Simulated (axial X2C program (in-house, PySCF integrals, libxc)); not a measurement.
**Linear NBO⁺ at several levels**

Aim: the two bond lengths and stretching wavenumbers of linear NBO⁺, with and without spin–orbit coupling, at PBE0, HF, LDA, MP2.

Method: all-electron X2C, two-component (2c) or spin-free, N dyall-av3z, B dyall-v3z, O dyall-av3z; program: an in-house X2C program for linear molecules on PySCF integrals.

All values are calculated.

2 further runs of the same task are left out: 2 set aside as unsound or not needed.

## Step 1: The job

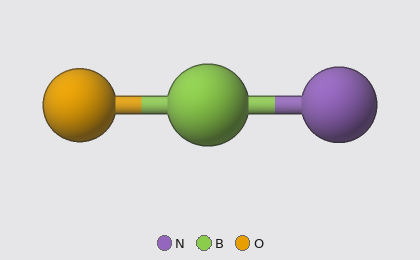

The atoms on one line, bonds 1.380 and 1.350 Å (nitrogen purple, boron green, oxygen amber).

The input, task.json:

```json
{
 "zs": [
  7,
  5,
  8
 ],
 "q": 1,
 "bas": [
  "dyall-av3z",
  "dyall-v3z",
  "dyall-av3z"
 ],
 "r0": [
  1.38,
  1.35
 ],
 "symm": 0,
 "scan": [
  "PBE0",
  "HF",
  "LDA"
 ],
 "levels": [
  "PBE0",
  "HF",
  "PBE"
 ],
 "nst": 2
}
```

Keys: zs atomic numbers; q charge; bas basis sets; r0 starting distance in Å; symm equal bonds; scan levels of the two-bond scan (MP2 follows by itself at each HF point); levels methods; nst determinants followed.

Run with:

```console
> python solin.py task.json out
```

Masses N 14.003, B 11.009, O 15.995 u.

## Step 2: Scan at PBE0, 2c

State: Ω = 5/2 (beyond evenly filled blocks: ω = -1/2, 2 × ω = 3/2). Energies above the lowest point, from the job's result record:

```tsv
r(N–B) (Å)	r(B–O) (Å)	E (meV)
1.3962	1.2841	50.55
1.3962	1.3170	20.29
1.3962	1.3499	46.46
1.4320	1.2841	27.59
1.4320	1.3170	0.00
1.4320	1.3499	28.74
1.4320	1.3828	103.35
1.4678	1.2841	46.72
1.4678	1.3170	21.53
1.4678	1.3499	52.55
1.5036	1.3170	76.63
1.5036	1.3828	188.38
```

A quadratic surface with cubic terms in each bond gives the minimum at 1.430 and 1.316 Å, force constants 5.26, 8.37 and coupling 0.31 mdyn/Å.

## Step 3: Scan at HF, 2c

State: Ω = 5/2 (beyond evenly filled blocks: ω = -1/2, 2 × ω = 3/2). Energies above the lowest point, from the job's result record:

```tsv
r(N–B) (Å)	r(B–O) (Å)	E (meV)
1.3962	1.2841	18.48
1.3962	1.3170	25.75
1.3962	1.3499	90.05
1.4320	1.2841	0.00
1.4320	1.3170	9.55
1.4320	1.3499	75.92
1.4320	1.3828	188.44
1.4678	1.2841	24.34
1.4678	1.3170	35.97
1.4678	1.3499	104.26
1.5036	1.3170	95.97
1.5036	1.3828	281.78
```

A quadratic surface with cubic terms in each bond gives the minimum at 1.428 and 1.295 Å, force constants 5.45, 9.43 and coupling 0.26 mdyn/Å.

## Step 4: Scan at LDA, 2c

State: Ω = 5/2 (beyond evenly filled blocks: ω = -1/2, 2 × ω = 3/2). Energies above the lowest point, from the job's result record:

```tsv
r(N–B) (Å)	r(B–O) (Å)	E (meV)
1.3962	1.2841	56.53
1.3962	1.3170	13.30
1.3962	1.3499	24.76
1.4320	1.2841	39.70
1.4320	1.3170	0.00
1.4320	1.3499	15.02
1.4320	1.3828	74.40
1.4678	1.2841	62.82
1.4678	1.3170	26.22
1.4678	1.3499	44.35
1.5036	1.3170	84.19
1.5036	1.3828	170.27
```

A quadratic surface with cubic terms in each bond gives the minimum at 1.424 and 1.324 Å, force constants 5.13, 7.76 and coupling 0.42 mdyn/Å.

## Step 5: The levels side by side

| level | r(N–B) (Å) | r(B–O) (Å) | lower stretch (cm⁻¹) | upper stretch (cm⁻¹) |
| --- | --- | --- | --- | --- |
| PBE0, 2c | 1.430 | 1.316 | 871.1 | 1665.1 |
| HF, 2c | 1.428 | 1.295 | 894.1 | 1753.7 |
| LDA, 2c | 1.424 | 1.324 | 860.9 | 1599.8 |
| MP2, 2c | 1.438 | 1.317 | 875.1 | 1690.3 |
| PBE0, spin-free | 1.430 | 1.316 | 871.2 | 1665.0 |
| HF, spin-free | 1.428 | 1.295 | 894.1 | 1753.8 |
| LDA, spin-free | 1.424 | 1.324 | 861.0 | 1599.7 |
| MP2, spin-free | 1.438 | 1.318 | 875.1 | 1690.3 |

Scans not shown above were run alike.

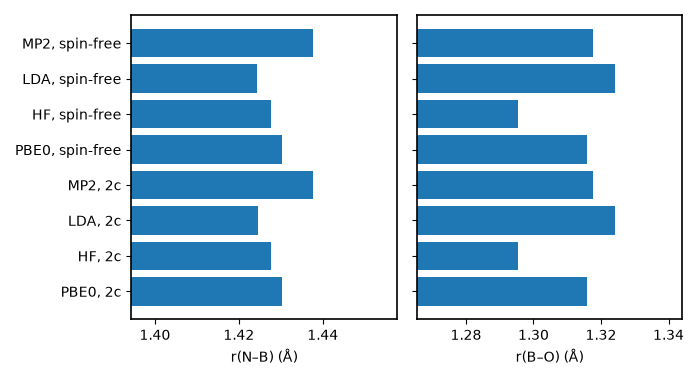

The two bond lengths by level.

What this shows: Over the levels the N–B bond spans 1.424 to 1.438 Å and the B–O bond 1.295 to 1.324 Å. At PBE0 spin–orbit coupling leaves both bonds unchanged to 0.001 Å. Each state is one determinant, the lowest of a limited PBE0 search; the stretches come from a fit to few points and are good to some per cent at best. MP2 freezes inner shells (threshold -2 hartree). The molecule was held linear; bending was not examined, so a bent shape may lie lower. Note: functional without a current term on a determinant with orbital currents, of the molecule or an atom. Note: several unpaired electrons, one determinant need not be a pure state.
